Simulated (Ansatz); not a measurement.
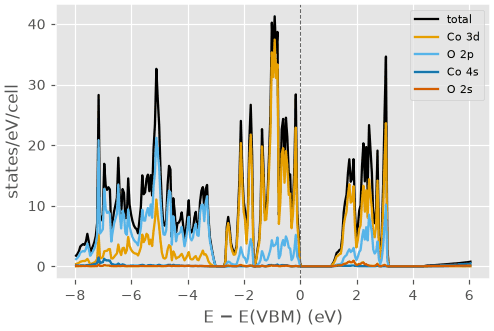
*Total and projected density of states of Co$_{3}$O$_{4}$ in space group Fd-3m (No. 227; Co on 16d, Co on 8a, O on 32e), the program Ansatz at the r²SCAN level (PAW)*

Which orbitals carry the states next to the gap?

Top 1 eV of the valence band: Co 3d 83 %, O 2p 15 %. Bottom 1 eV of the conduction band: Co 3d 75 %, O 2p 17 %. Projections are on Löwdin-orthogonalised atomic valence shells; empty p or d shells of many metals are not among them.

Where is the tallest occupied peak in this window, and what makes it?

Near -0.9 eV, about 41 states/eV per cell; the largest projected share is Co 3d.

The workflow started from a Materials Project entry (that database holds measured and hypothetical structures alike); the Crystallography Open Database files this formula in space group No. 227, but the cells were not matched. Whether it is the stable phase at ambient conditions was not checked. The r²SCAN relaxation kept the symmetry of its start, as lowered by the spin order; its stability against distortions is not shown here. Spin order of the final state: antiferromagnetic, chosen from 2 collinear starts compared on coarse meshes (ties went to the first, and starts can fall back to one state), not a proven ground state. Other orbital occupations within this spin state were not tried. No Hubbard U is applied.

Potentials: the later of the program's two PAW sets.
